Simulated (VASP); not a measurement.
Shape and ions are relaxed at each volume.

Energy against volume of MnO₂ (rutile). These are PBE GGA with D3 dispersion (zero damping), VASP's PBE PAW potentials (set 64) (plane waves; VASP 6.6.1) values and carry that method's errors.

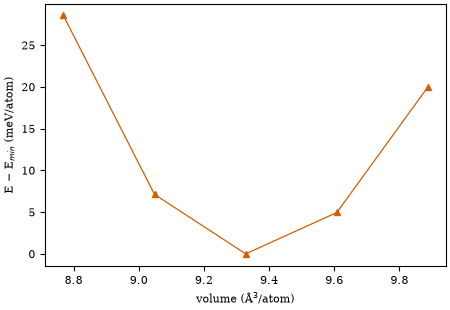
Energy against volume

Task: Estimate the equilibrium volume and the bulk modulus.

Result: The minimum lies near 9.3 Å³/atom, and the curvature gives B0 of about 230 GPa.

The compound is MnO2 in the rutile structure. It was relaxed first.
